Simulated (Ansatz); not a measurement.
ClGeH₃···H₂

```yaml
atoms:
  - { symbol: Ge, position_ang: [0.2263, 0.0000, -0.0018] }
  - { symbol: Cl, position_ang: [0.3741, 0.0000, 2.2018] }
  - { symbol: H, position_ang: [1.6814, 0.0000, -0.5074] }
  - { symbol: H, position_ang: [-0.5145, 1.2756, -0.4296] }
  - { symbol: H, position_ang: [-0.5145, -1.2756, -0.4296] }
  - { symbol: H, position_ang: [-2.4022, 0.0000, 0.8355] }
  - { symbol: H, position_ang: [-2.1018, 0.0000, 1.4891] }
```

Not at a stationary point (largest force 1.7 eV/Å).

Level of theory: RKS B3LYP-D4/def2-SVP in Ansatz 0.2.0.

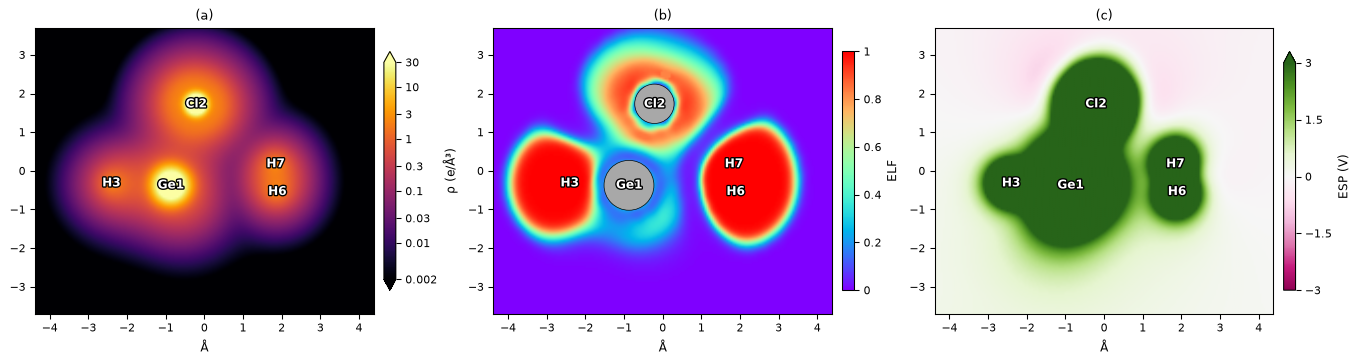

Figure 1. (a) total electron density; (b) electron localisation function; (c) electrostatic potential on the plane of atoms Cl2, Ge1 and H3. Grey discs cover the atomic cores in the ELF map.

**What do the fields say about this system?**

- Atoms in the plane: Ge, Cl and H.
- Ge1···H6 (2.76 Å): the density falls to about 0.07 e/Å³ on the way; the ELF dips to about 0.05 between them.
- Ge–Cl (2.21 Å): the density is about 0.65 e/Å³ at the midpoint; the ELF peaks at about 0.85 in the valence shell of Cl, 0.9 Å from its nucleus, and is about 0.65 at the midpoint.
- H–H (0.72 Å): ρ is about 1.9 e/Å³ halfway; the ELF peaks at about 1 between the atoms; an ordinary covalent bond to hydrogen.
- Ge–H (1.54 Å): ρ is about 1.1 e/Å³ halfway; the ELF climbs to about 1 towards the hydrogen.
- The ELF also peaks beside Cl2, away from the bonds: lone-pair regions.
- Outside the dense part of the complex the potential is most negative (−0.7 V) near Cl2.

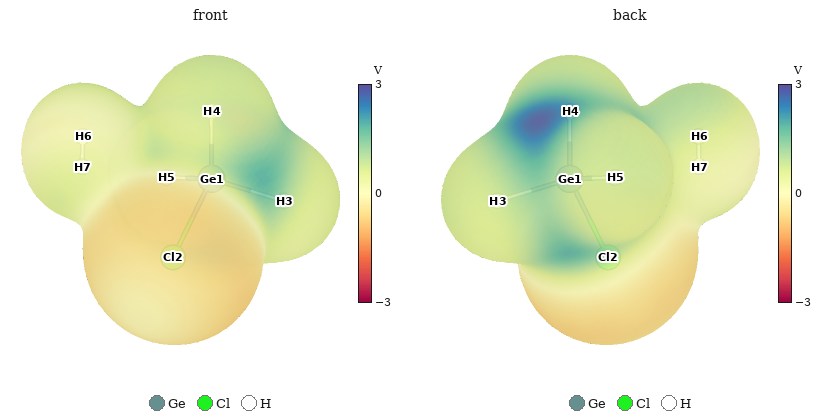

Figure 2. The electrostatic potential painted on the density surface at 0.004 e/bohr³, seen from the front and from behind; red is negative and blue positive.

**Which sites attract a positive test charge, and which a negative one?**

A positive charge is drawn to the negative regions and a negative charge to the positive ones. The most negative region (about −0.7 V) lies over Cl2, the most positive (about +2.7 V) over Ge1.

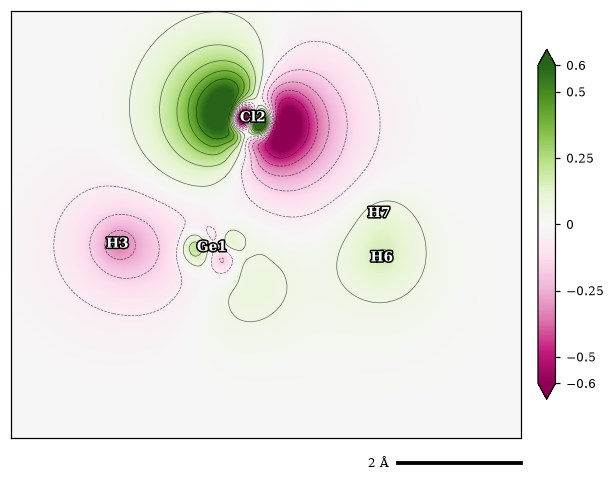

Figure 3. The HOMO on the plane of atoms Cl2, Ge1 and H3 (values in Å⁻³ᐟ²; the overall sign is arbitrary).

**Describe this orbital and give its energy.**

By Hirshfeld shares it lies mainly on Cl2 (about 80 %) and Ge1 (about 10 %); largely a lone pair of Cl2. Its energy is −8.24 eV.
